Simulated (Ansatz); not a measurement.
# CH₅AlO (built from SMILES [CH3][AlH][OH]): search for a transition state, part 1 of 2

Wanted: the transition state of a 1,1-elimination (form C2–H3 and break Al1–C2, Al1–H3). The guess is relaxed with those distances held, a saddle search follows, and vibrations and two downhill relaxations check it.

The runs use Ansatz 0.2.0, Gaussian basis; PBE0-D4, def2-SVP first, then def2-TZVP.

114 further runs of the same task are left out: 114 set aside as unsound or not needed.

**1. The starting structure**

The guess: 8 atoms, charge 0, spin multiplicity 1.

Atoms are counted from 1 here; the program's logs count them from 0.

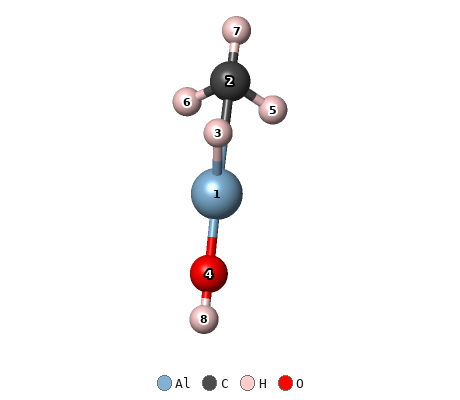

Start geometry, drawn with aluminium light blue, carbon dark grey, hydrogen pink, oxygen red; atoms are numbered from 1 in the order of the file.

Coordinates:

```xyz
8
CH5AlO
Al   -0.7410   -0.1672    0.3541
C     1.2769    0.5151   -0.7254
H    -0.3621    1.0980   -0.4266
O    -1.9937   -0.8815    1.1717
H     1.4395    0.3422    0.3556
H     0.8898   -0.4277   -1.1570
H     2.2277    0.7747   -1.2030
H    -2.7372   -1.2536    1.6306
```

Distances that are to change: C2–H3 1.77 Å, Al1–C2 2.39 Å, Al1–H3 1.53 Å.

**2. Constrained relaxation of the guess**

Contents of hold/in.yaml:

```yaml
crystal:
  periodic: [false, false, false]
  atoms:
    - {symbol: Al, position_ang: [-0.741000, -0.167200, 0.354100]}
    - {symbol: C, position_ang: [1.276900, 0.515100, -0.725400]}
    - {symbol: H, position_ang: [-0.362100, 1.098000, -0.426600]}
    - {symbol: O, position_ang: [-1.993700, -0.881500, 1.171700]}
    - {symbol: H, position_ang: [1.439500, 0.342200, 0.355600]}
    - {symbol: H, position_ang: [0.889800, -0.427700, -1.157000]}
    - {symbol: H, position_ang: [2.227700, 0.774700, -1.203000]}
    - {symbol: H, position_ang: [-2.737200, -1.253600, 1.630600]}
basis:
  gaussian: {orbitals: def2-SVP}
hamiltonian: {xc: pbe0, dispersion: d4}
relax: {f_tol: 0.04, max_steps: 150, escape_saddle: false, constraints: [{distance: [1, 2]}, {distance: [0, 1]}, {distance: [0, 2]}]}
```

The run is started by

```sh
$ ansatz run in.yaml --threads 2 --pin off --events-out ev --progress --plain --max-ram 4352MiB
```

The program printed (excerpt; [...] marks lines left out):

```text
Functional definition: PBE0
  name "PBE0"
  cite "Adamo & Barone, J. Chem. Phys. 110, 6158 (1999) doi:10.1063/1.478522"
  cite "Perdew, Burke & Ernzerhof, Phys. Rev. Lett. 77, 3865 (1996) doi:10.1103/PhysRevLett.77.3865"
  parent pbe
[...]
749 factors; integrals over basis functions are off by at most 3.8e-4 eV
[...]
mean field -9748.13254747 eV, -358.2372635980 hartree, gradient 5.9e-5 eV, S^2 0.000000; 0 other end points of the search recorded, 0 dependent functions left out
[...]
reference -9748.13257792 eV, -358.2372647169 hartree; 16, 16 occupied and 55, 55 virtual orbitals, 749 factors
relax step   1: F+E_penalty+E_count = -9748.21683715 eV  Δ(F+E_penalty+E_count) = +0.000e0 eV  max|allowed force component| = 5.829e-1 eV/Å  Δτ_max = 0.0000 Å  (24 SCF iters, accepted)
[...]
relax step   7: F+E_penalty+E_count = -9748.50354716 eV  Δ(F+E_penalty+E_count) = -5.170e-2 eV  max|allowed force component| = 7.193e-1 eV/Å  Δτ_max = 0.1958 Å  (29 SCF iters, accepted)
[...]
relax step  13: F+E_penalty+E_count = -9749.12476013 eV  Δ(F+E_penalty+E_count) = -3.024e-2 eV  max|allowed force component| = 2.366e-1 eV/Å  Δτ_max = 0.1814 Å  (28 SCF iters, accepted)
[...]
relax step  19: F+E_penalty+E_count = -9749.20929020 eV  Δ(F+E_penalty+E_count) = -4.371e-2 eV  max|allowed force component| = 4.682e-1 eV/Å  Δτ_max = 0.1284 Å  (28 SCF iters, accepted)
[...]
relax step  26: F+E_penalty+E_count = -9749.29556614 eV  Δ(F+E_penalty+E_count) = -8.196e-4 eV  max|allowed force component| = 9.867e-3 eV/Å  Δτ_max = 0.0304 Å  (24 SCF iters, accepted)
  distance C 1 - H 2 held at 1.765042 Å   reaction = +1.5097e0 eV/Å
  distance Al 0 - C 1 held at 2.388048 Å   reaction = -6.1991e-1 eV/Å
  distance Al 0 - H 2 held at 1.534206 Å   reaction = -1.3388e0 eV/Å
749 factors; integrals over basis functions are off by at most 4.1e-4 eV
mean field -9749.19767208 eV, -358.2764062055 hartree, gradient 2.7e-5 eV, S^2 0.000000; 1 other end points of the search recorded, 0 dependent functions left out
[...]
reference -9749.19769884 eV, -358.2764071888 hartree; 16, 16 occupied and 55, 55 virtual orbitals, 749 factors
Total energy: -9749.29559290 eV, -358.2800047291 hartree
Atom 0 at    -1.326420     0.870578     0.138690 Å, force    -1.582101    -0.321128     0.832396 eV/Å
Atom 1 at     0.854082     0.055110    -0.393473 Å, force    -0.298996     1.004511    -0.361404 eV/Å
Atom 2 at    -0.160289     1.475976    -0.653409 Å, force     1.883570    -0.688801    -0.468278 eV/Å
Atom 3 at    -1.605852    -0.594716     0.980941 Å, force     0.009246    -0.003278    -0.002573 eV/Å
Atom 4 at     1.071346    -0.076984     0.677308 Å, force    -0.001864     0.000487     0.002039 eV/Å
Atom 5 at     0.405901    -0.832215    -0.865920 Å, force    -0.000768     0.000019    -0.000234 eV/Å
Atom 6 at     1.730556     0.413743    -0.946857 Å, force    -0.003401    -0.001678     0.001016 eV/Å
Atom 7 at    -0.969424    -1.311491     1.062720 Å, force    -0.005686     0.009867    -0.002963 eV/Å
Dipole moment:     0.364428    -0.189277    -0.063080 e Å
```

Run time: 34 s. Hardware: 2 threads of Arm Neoverse V1, shared host.

Step by step: (the energy doesn't fall at every step)

```csv
step,energy from step 1 (eV),largest force component (eV/Å)
1,0.0000,0.5829
2,-0.1145,0.5078
3,-0.1494,0.2926
4,-0.1822,0.2352
5,-0.2102,0.1480
6,-0.2350,0.3327
7,-0.2867,0.7193
8,-0.3967,0.8056
9,-0.5704,0.8318
10,-0.7276,1.0509
11,-0.8265,0.9238
12,-0.8777,0.8265
13,-0.9079,0.2366
14,-0.9209,0.0975
15,-0.9244,0.2509
16,-0.9265,0.4116
17,-0.9353,0.2009
18,-0.9487,0.7286
19,-0.9925,0.4682
20,-0.9176,2.1551
21,-1.0229,0.2523
22,-1.0417,0.9498
23,-1.0731,0.2491
24,-1.0630,0.2516
25,-1.0779,0.1316
26,-1.0787,0.0099
```

Distances of close pairs at the start and the end, largest changes first:

```csv
bond,before (Å),after (Å),change (Å)
Al1–O4,1.658,1.713,+0.055
O4–H8,0.950,0.962,+0.012
C2–H5,1.107,1.101,-0.006
C2–H6,1.107,1.101,-0.006
C2–H7,1.095,1.097,+0.002
Al1–C2,2.388,2.388,+0.000
Al1–H3,1.534,1.534,+0.000
```

**3. A starting Hessian**

Contents of hessian/in.yaml:

```yaml
crystal:
  periodic: [false, false, false]
  atoms:
    - {symbol: Al, position_ang: [-1.326420, 0.870578, 0.138690]}
    - {symbol: C, position_ang: [0.854082, 0.055110, -0.393473]}
    - {symbol: H, position_ang: [-0.160289, 1.475976, -0.653409]}
    - {symbol: O, position_ang: [-1.605852, -0.594716, 0.980941]}
    - {symbol: H, position_ang: [1.071346, -0.076984, 0.677308]}
    - {symbol: H, position_ang: [0.405901, -0.832215, -0.865920]}
    - {symbol: H, position_ang: [1.730556, 0.413743, -0.946857]}
    - {symbol: H, position_ang: [-0.969424, -1.311491, 1.062720]}
basis:
  gaussian: {orbitals: def2-SVP}
hamiltonian: {xc: pbe0, dispersion: d4}
phonons: {}
scf: {lower_state_search: off}
```

The run is started by

```sh
$ ansatz run in.yaml --threads 2 --pin off --events-out ev --progress --plain --max-ram 4352MiB
```

The program printed (excerpt; [...] marks lines left out):

```text
[... 5 set-up lines as earlier in the session ...]
[...]
746 factors; integrals over basis functions are off by at most 3.6e-4 eV
[...]
mean field -9749.19769505 eV, -358.2764070496 hartree, gradient 7.2e-6 eV, S^2 0.000000; 0 other end points of the search recorded, 0 dependent functions left out
[...]
reference -9749.19772182 eV, -358.2764080333 hartree; 16, 16 occupied and 55, 55 virtual orbitals, 746 factors
[... from here to the last solve, the lines of the solves are left out (47 solves) ...]
746 factors; integrals over basis functions are off by at most 3.6e-4 eV
mean field -9749.19769929 eV, -358.2764072054 hartree, gradient 1.5e-6 eV, S^2 0.000000; 0 other end points of the search recorded, 0 dependent functions left out
[...]
reference -9749.19772606 eV, -358.2764081890 hartree; 16, 16 occupied and 55, 55 virtual orbitals, 746 factors
[...]
WARN: phonons: 1 mode above zero is a rigid motion of the cell's bodies and no vibration: the zero-point energy, free energy, entropy and heat capacity leave it out. With what each would have added to F at 1000 K, by the weight of its row in the mesh: 50.63 cm⁻¹ (-0.226 eV; rigid weight [...]
WARN: phonons: modes at or below zero, which the zero-point energy, F, S and C_V leave out: 1, the lowest at -1337.62 cm⁻¹. A minimum has none, and a first-order saddle one
[...]
Total energy: -9749.29561589 eV, -358.2800055740 hartree
Atom 0 at    -1.326420     0.870578     0.138690 Å, force    -1.582137    -0.321406     0.832541 eV/Å
Atom 1 at     0.854082     0.055110    -0.393473 Å, force    -0.299005     1.004606    -0.361454 eV/Å
Atom 2 at    -0.160289     1.475976    -0.653409 Å, force     1.883586    -0.688816    -0.468274 eV/Å
Atom 3 at    -1.605852    -0.594716     0.980941 Å, force     0.009247    -0.002991    -0.002704 eV/Å
Atom 4 at     1.071346    -0.076984     0.677308 Å, force    -0.001900     0.000444     0.002137 eV/Å
Atom 5 at     0.405901    -0.832215    -0.865920 Å, force    -0.000832    -0.000058    -0.000226 eV/Å
Atom 6 at     1.730556     0.413743    -0.946857 Å, force    -0.003441    -0.001705     0.001046 eV/Å
Atom 7 at    -0.969424    -1.311491     1.062720 Å, force    -0.005517     0.009925    -0.003066 eV/Å
Dipole moment:     0.364425    -0.189273    -0.063081 e Å
Vibrations: -1337.62 205.81 212.80 230.38 299.44 406.33 562.42 624.70 806.99 844.58 1035.05 1380.56 1414.92 2198.37 3044.73 3198.84 3222.50 3908.49 cm⁻¹, zero-point energy 1.462822 eV
Checks for a lower state left out: stability, starts, cluster_reference, orbital_swaps, neighbouring_geometries, increment
```

Run time: 36 s. Hardware: 2 threads of Arm Neoverse V1, shared host.

The structure is not stationary yet, so these wavenumbers are no spectrum; the search needs only the force constants.

**4. Saddle search in the small basis**

A small driver takes partitioned rational-function steps: uphill along one mode, downhill along the rest. It calls the program once a step for energy and forces and updates the Hessian by Bofill's formula. It stops when the largest force is under 0.04 eV/Å and the followed curvature is negative. The first step's input:

Contents of presaddle/in.yaml:

```yaml
crystal:
  periodic: [false, false, false]
  atoms:
    - {symbol: Al, position_ang: [-1.326420, 0.870578, 0.138690]}
    - {symbol: C, position_ang: [0.854082, 0.055110, -0.393473]}
    - {symbol: H, position_ang: [-0.160289, 1.475976, -0.653409]}
    - {symbol: O, position_ang: [-1.605852, -0.594716, 0.980941]}
    - {symbol: H, position_ang: [1.071346, -0.076984, 0.677308]}
    - {symbol: H, position_ang: [0.405901, -0.832215, -0.865920]}
    - {symbol: H, position_ang: [1.730556, 0.413743, -0.946857]}
    - {symbol: H, position_ang: [-0.969424, -1.311491, 1.062720]}
basis:
  gaussian: {orbitals: def2-SVP}
hamiltonian: {xc: pbe0, dispersion: d4}
output: {forces: true}
scf: {lower_state_search: off}
```

The run is started by

```sh
$ ansatz run in.yaml --threads 2 --pin off --events-out ev --progress --plain --max-ram 4352MiB
```

The driver's record:

```csv
step,energy (eV),largest force (eV/Å),followed curvature (eV/Å²)
1,-9749.29562,1.8836,-11.03
2,-9749.23535,0.3570,-12.71
3,-9749.24291,0.6022,-12.58
4,-9749.25305,0.4394,-13.11
5,-9749.25046,0.4018,-13.40
6,-9749.25701,0.1250,-13.31
7,-9749.25816,0.2530,-13.31
8,-9749.25825,0.1469,-13.41
9,-9749.25893,0.0777,-13.71
10,-9749.25953,0.0364,-13.73
```

The 10 steps took 8.3 s in all (2 threads of Arm Neoverse V1, shared host).

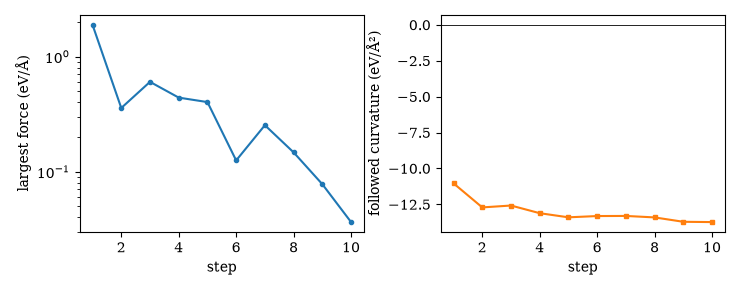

Largest force and followed curvature during the search.

**5. Saddle search in triple zeta**

The search itself is an outer loop (partitioned rational-function steps, Bofill update of the Hessian). Each step is one single-point run with forces. It stops when the largest force is under 0.01 eV/Å and the followed curvature is negative. The first step's input:

Contents of saddle/in.yaml:

```yaml
crystal:
  periodic: [false, false, false]
  atoms:
    - {symbol: Al, position_ang: [-1.207220, 0.767868, 0.138234]}
    - {symbol: C, position_ang: [0.829057, 0.069734, -0.388989]}
    - {symbol: H, position_ang: [-0.099459, 1.513778, -0.698488]}
    - {symbol: O, position_ang: [-1.749536, -0.582798, 1.035964]}
    - {symbol: H, position_ang: [1.225015, -0.126126, 0.626590]}
    - {symbol: H, position_ang: [0.562932, -0.874497, -0.902600]}
    - {symbol: H, position_ang: [1.612508, 0.573858, -0.975378]}
    - {symbol: H, position_ang: [-1.173399, -1.341817, 1.164668]}
basis:
  gaussian: {orbitals: def2-TZVP}
hamiltonian: {xc: pbe0, dispersion: d4}
output: {forces: true}
scf: {lower_state_search: off}
```

The run is started by

```sh
$ ansatz run in.yaml --threads 2 --pin off --events-out ev --progress --plain --max-ram 4352MiB
```

The driver's record:

```csv
step,energy (eV),largest force (eV/Å),followed curvature (eV/Å²)
1,-9755.42959,0.2731,-13.73
2,-9755.43609,0.0794,-14.00
3,-9755.43629,0.0262,-13.74
4,-9755.43628,0.0386,-13.72
5,-9755.43632,0.0194,-13.69
6,-9755.43634,0.0157,-13.67
7,-9755.43634,0.0080,-13.69
```

The 7 steps took 10 s in all (2 threads of Arm Neoverse V1, shared host).

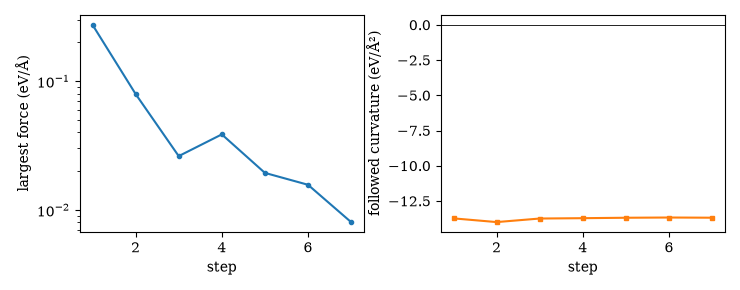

Largest force and followed curvature during the search.

The point found:

```csv
atom,x (Å),y (Å),z (Å)
Al1,-1.19391,0.75736,0.14135
C2,0.83263,0.07223,-0.39246
H3,-0.10183,1.51620,-0.69903
O4,-1.74100,-0.58312,1.03302
H5,1.20805,-0.11397,0.62281
H6,0.55164,-0.86266,-0.89642
H7,1.61769,0.55912,-0.97191
H8,-1.17336,-1.34516,1.16263
```

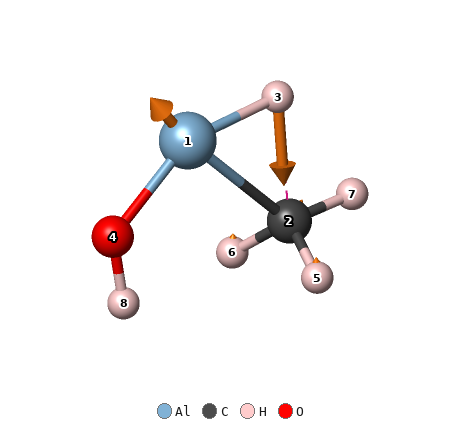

The point found; broken lines mark the pairs that react, arrows the followed mode.

**6. Checking the order of the point**

Contents of vib/in.yaml:

```yaml
crystal:
  periodic: [false, false, false]
  atoms:
    - {symbol: Al, position_ang: [-1.193908, 0.757357, 0.141346]}
    - {symbol: C, position_ang: [0.832628, 0.072233, -0.392456]}
    - {symbol: H, position_ang: [-0.101832, 1.516197, -0.699030]}
    - {symbol: O, position_ang: [-1.741003, -0.583118, 1.033025]}
    - {symbol: H, position_ang: [1.208045, -0.113974, 0.622812]}
    - {symbol: H, position_ang: [0.551645, -0.862660, -0.896417]}
    - {symbol: H, position_ang: [1.617689, 0.559125, -0.971905]}
    - {symbol: H, position_ang: [-1.173364, -1.345159, 1.162625]}
basis:
  gaussian: {orbitals: def2-TZVP}
hamiltonian: {xc: pbe0, dispersion: d4}
phonons: {temperatures: {t_min: 298.15, t_max: 900, t_step: 200}}
```

The run is started by

```sh
$ ansatz run in.yaml --threads 2 --pin off --events-out ev --progress --plain --max-ram 4352MiB
```

The program printed (excerpt; [...] marks lines left out):

```text
[... 5 set-up lines as earlier in the session ...]
[...]
830 factors; their error is unknown
[...]
mean field -9755.34565017 eV, -358.5023402331 hartree, gradient 1.5e-5 eV, S^2 0.000000; 0 other end points of the search recorded, 0 dependent functions left out
[...]
reference -9755.34567805 eV, -358.5023412574 hartree; 16, 16 occupied and 113, 113 virtual orbitals, 830 factors
[... from here to the last solve, the lines of the solves are left out (47 solves) ...]
830 factors; their error is unknown
mean field -9755.34564385 eV, -358.5023400006 hartree, gradient 2.5e-6 eV, S^2 0.000000; 0 other end points of the search recorded, 0 dependent functions left out
[...]
reference -9755.34567171 eV, -358.5023410247 hartree; 16, 16 occupied and 113, 113 virtual orbitals, 830 factors
[...]
WARN: phonons: modes at or below zero, which the zero-point energy, F, S and C_V leave out: 1, the lowest at -1432.07 cm⁻¹. A minimum has none, and a first-order saddle one
[...]
Total energy: -9755.43634058 eV, -358.5056730441 hartree
Atom 0 at    -1.193908     0.757357     0.141346 Å, force     0.001501     0.002943    -0.002207 eV/Å
Atom 1 at     0.832628     0.072233    -0.392456 Å, force    -0.002939    -0.008054    -0.002141 eV/Å
Atom 2 at    -0.101832     1.516197    -0.699030 Å, force     0.001951    -0.000799    -0.000284 eV/Å
Atom 3 at    -1.741003    -0.583118     1.033025 Å, force    -0.001116    -0.006495     0.003921 eV/Å
Atom 4 at     1.208045    -0.113974     0.622812 Å, force    -0.001233     0.000915     0.000254 eV/Å
Atom 5 at     0.551645    -0.862660    -0.896417 Å, force     0.000700     0.005928     0.002500 eV/Å
Atom 6 at     1.617689     0.559125    -0.971905 Å, force     0.003319     0.003526    -0.002310 eV/Å
Atom 7 at    -1.173364    -1.345159     1.162625 Å, force    -0.002183     0.002035     0.000267 eV/Å
Dipole moment:     0.262229    -0.186023    -0.021415 e Å
Vibrations: -1432.07 159.16 199.61 222.95 386.06 389.63 594.31 594.71 698.27 853.12 1089.98 1390.63 1430.68 2012.21 2987.40 3098.11 3148.08 3897.17 cm⁻¹, zero-point energy 1.435246 eV
```

Run time: 63 s. Hardware: 2 threads of Arm Neoverse V1, shared host.

Wavenumbers and character of the modes:

```csv
mode,wavenumber (cm⁻¹),character
1,1432i,changes C2–H3
2,159,torsion
3,200,bend
4,223,torsion with bend
5,386,torsion
6,390,Al–C stretch
7,594,torsion
8,595,bend
9,698,bend
10,853,Al–O stretch
11,1090,bend
12,1391,bend
13,1431,bend
14,2012,Al–H stretch
15,2987,C–H stretch
16,3098,C–H stretch
17,3148,C–H stretch
18,3897,O–H stretch
```

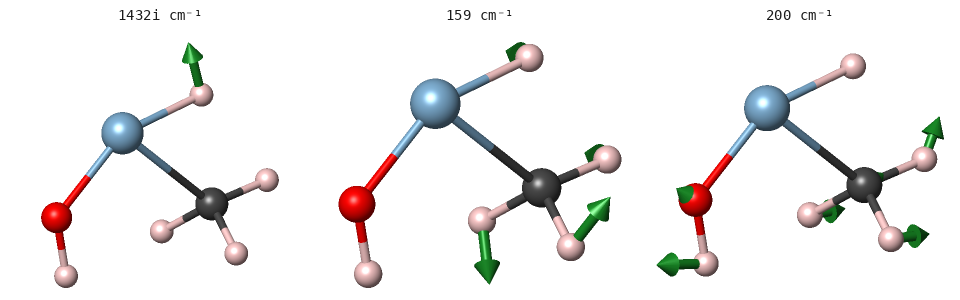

How the atoms move in 3 of the modes.

Vibrational sums (real modes only):

```csv
T (K),entropy (J/mol/K),heat capacity (J/mol/K)
298,42.4,52.4
498,74.7,73.3
698,101.8,87.0
898,125.0,97.3
```

(Continued in part 2 of 2.)
